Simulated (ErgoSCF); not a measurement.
# Two attempts at [BH4]− (SMILES [H][B-]([H])([H])[H])

Aim: the energy of [BH4]− at BPW91(Ergo)/6-311+G** (Cartesian functions).

The results are computed with ErgoSCF 3.8.

### 1 The system as given

[BH4]− has 5 atoms, charge -1, and is taken as a singlet. SMILES: `[H][B-]([H])([H])[H]`. The shape comes from GFN2-xTB, which is rough for such elements, and wasn't checked as a minimum.

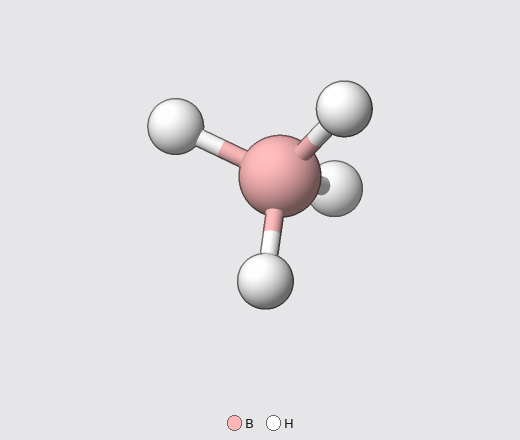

Viewed from a chosen angle; boron pink, hydrogen white.

### 2 First attempt

Contents of ergo.in:

```
set_nthreads("env")
molecule_inline Angstrom
B        0.000000      -0.000190      -0.000050
H        0.011880      -0.020580       1.229120
H        1.154650       0.011840      -0.420810
H       -0.587600       1.007810      -0.387560
H       -0.578930      -0.998880      -0.420690
EOF
use_6_d_functions = 1
scf.max_number_of_iterations = 2
charge = -1
tmpdir = "."
basis = "6-311+G**"
XC.type = "LMG"
scf.convergence_threshold = 1e-06
scf.output_mulliken_pop = 1
run "BPW91"
```

The basis set 6-311+G** is read from a file made from the Basis Set Exchange's data (not shown).

Run with:

```
$ ergo < ergo.in
```

Standard output:

```text
INMA ERGO version 3.8
INMA B (charge=5.0) 0.000000 -0.000359 -0.000094
INMA H (charge=1.0) 0.022450 -0.038891 2.322700
INMA H (charge=1.0) 2.181972 0.022374 -0.795216
INMA H (charge=1.0) -1.110403 1.904485 -0.732382
INMA H (charge=1.0) -1.094019 -1.887610 -0.794989
INMA  use_6_d_functions := 1
INMA  max_number_of_iterations := 2
INMA  charge := -1
INMA  basis := 6-311+G**
INMA Basis really set to 6-311+G**
INMA  type := LMG
INMA  convergence_threshold := 1e-06
INMA  output_mulliken_pop := 1
INMA running BPW91
INDF      This is a DFT calculation of type: BPW91
INDF Weighted mixed functional:
INDF                     PW91c:    1.00000
INDF                     Becke:    1.00000
INDF                    Slater:    1.00000
INMA Running BPW91
INSC SCF_general constructor, number of basis functions: 47
INSC Min internuclear distance:      2.32173 a.u.  =      1.22861 Angstrom
INSC Max internuclear distance:      3.79389 a.u.  =      2.00764 Angstrom
INSC Euclidean norm of overlap matrix =          7.50898542475  (acc 1.49e-08)
INSC Euclidean norm of invCholFactor after truncation =         14.99014001688
INSC Beginning of SCF cycle 1
INDF Grid for charge 5: 65 radial points, 6550 total, r=19.491817
INDF Grid for charge 1: 45 radial points, 3378 total, r=9.428111
INDF Generating LMG grid Radint = 5e-09 AngInt: [ 6 29 ]
INDF Grid pruned from 20062 to 19583 grid points.
INDF Electrons:   9.9982257 -0.0002: xc energy -3.572252 (serial)
INSC nuclearEnergy, energy_2el, energy = 10.192673, 14.754710, -8.194265
INSC Energy   1 =         -8.19426522518
INSC maxabs FDS-SDF is     1.97
INDE PURIFICATION CONVERGED after 29 iterations
INDE E(LUMO) - E(HOMO) >=          0.67076625187 =         18.25247964776 eV
INDE E(LUMO) - E(HOMO) <=          0.75892663540 =         20.65144590693 eV
INSC Beginning of SCF cycle 2
INDF Electrons:  10.0000146   1e-06: xc energy -7.718809 (serial)
INSC nuclearEnergy, energy_2el, energy = 10.192673, 34.424748, -21.293907
INSC Energy   2 =        -21.29390666910
INSC maxabs FDS-SDF is     1.95
TISC Main SCF loop took      0.68 usr cpu s       0.02 sys cpu s       0.75 wall s
INSC SCF: dipole_moment_x [atomic units] =      -0.00136260
INSC SCF: dipole_moment_y [atomic units] =       0.00254464
INSC SCF: dipole_moment_z [atomic units] =      -0.00096510
INSC Sum of Mulliken charges (electrons):      10.0000000
INSC Mulliken charge of atom 0 =      -4.1491060
INSC Mulliken charge of atom 1 =       0.7879071
INSC Mulliken charge of atom 2 =       0.7873553
INSC Mulliken charge of atom 3 =       0.7871910
INSC Mulliken charge of atom 4 =       0.7866526
INSC Sum of Mulliken atomic charges:      -1.0000000
```

On the terminal:

```text
Inline main molecule with 5 atoms.
```

Wall time 1.9 s (1 thread of Intel Xeon at 2.50GHz (Skylake/Cascade Lake), shared host).

### 3 What went wrong

The iterations ended before the threshold was met.

What is wrong: the iteration cap is too low for convergence. To mend it: raise the SCF iteration cap from 2.

### 4 The mended input

Contents of input.ego:

```
set_nthreads(1)
molecule_inline Angstrom
B      0.000000    -0.000190    -0.000050
H      0.011880    -0.020580     1.229120
H      1.154650     0.011840    -0.420810
H     -0.587600     1.007810    -0.387560
H     -0.578930    -0.998880    -0.420690
EOF
scf.output_mulliken_pop = 1
use_6_d_functions = 1
XC.type = "LMG"
scf.convergence_threshold = 1e-06
basis = "6-311+G**"
scf.max_number_of_iterations = 100
charge = -1
tmpdir = "."
run "BPW91"
```

The basis set 6-311+G** is read from a file made from the Basis Set Exchange's data (not shown).

Run with:

```
$ ergo input.ego
```

Standard output:

```text
INMA ERGO version 3.8
[... 16 lines left out ...]
INDF Weighted mixed functional:
[... 23 lines left out ...]
INSC nuclearEnergy, energy_2el, energy = 10.192673, 34.424748, -21.293907
[... 12 lines left out ...]
INDE PURIFICATION CONVERGED after 33 iterations
[... 13 lines left out ...]
INSC nuclearEnergy, energy_2el, energy = 10.192673, 20.286643, -27.253798
[... 12 lines left out ...]
INDE PURIFICATION CONVERGED after 33 iterations
[... 13 lines left out ...]
INSC nuclearEnergy, energy_2el, energy = 10.192673, 20.380407, -27.254165
[... 12 lines left out ...]
INDE PURIFICATION CONVERGED after 33 iterations
[... 8 lines left out ...]
RESC FINAL ENERGY:        -27.25416453324
[... 3 lines left out ...]
INSC SCF: dipole_moment_z [atomic units] =      -0.00038118
[... 6 lines left out ...]
INSC Sum of Mulliken atomic charges:      -1.0000000
```

It took 6 s on 1 thread of Intel Xeon at 2.50GHz (Skylake/Cascade Lake), shared host.

### 5 Outcome

Level: BPW91(Ergo)/6-311+G** (Cartesian functions).

| quantity | value |
| --- | --- |
| total energy | -27.25416 Eh |
